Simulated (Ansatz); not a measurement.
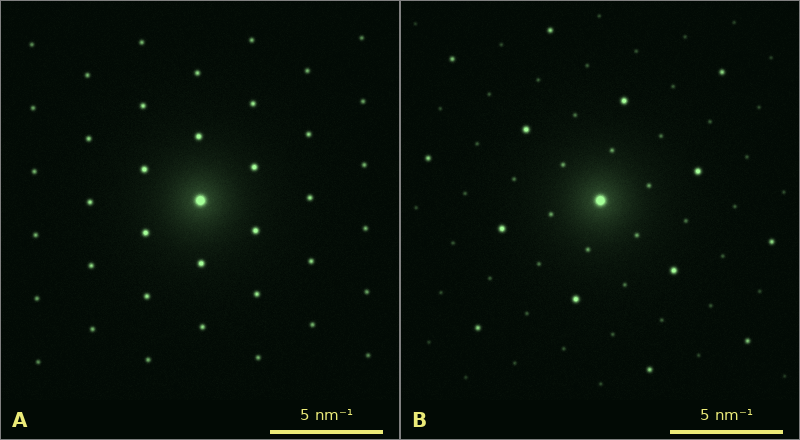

Kinematic electron diffraction patterns (300 kV, B = 0.5 Å², same scale, each along a low-index zone) of two structures of composition Rb2Na, each relaxed at zero pressure with DFT PBE, scalar-relativistic, plane waves, PAW (Ansatz 0.2.0).

The structures (standard cells):
1. Fd-3m (No. 227), a = 12.316 Å, 24 atoms; generated start, possibly hypothetical
2. Fm-3m (No. 225), a = 9.898 Å, 12 atoms; generated start, possibly hypothetical

Question: Which pattern belongs to which structure, and along which zone?

Answer: A is structure 2 along [111] or an equivalent direction: hexagonal net of -2 2 0 at d = 3.50 Å and -2 0 2 at d = 3.50 Å, 60.0° apart. B is structure 1 along [111] or an equivalent direction: hexagonal net of -2 2 0 at d = 4.35 Å and -2 0 2 at d = 4.35 Å, 60.0° apart.

Question: Which structure lies lowest at this level of theory, and by how much?

Answer: Structure 2 (Fm-3m, 80.81 Å³ an atom) is the lowest of these; structure 1 (Fd-3m, 77.83 Å³ an atom) lies about 72 meV an atom higher. These are static energies at 0 K; other structures, not shown, may lie lower still.
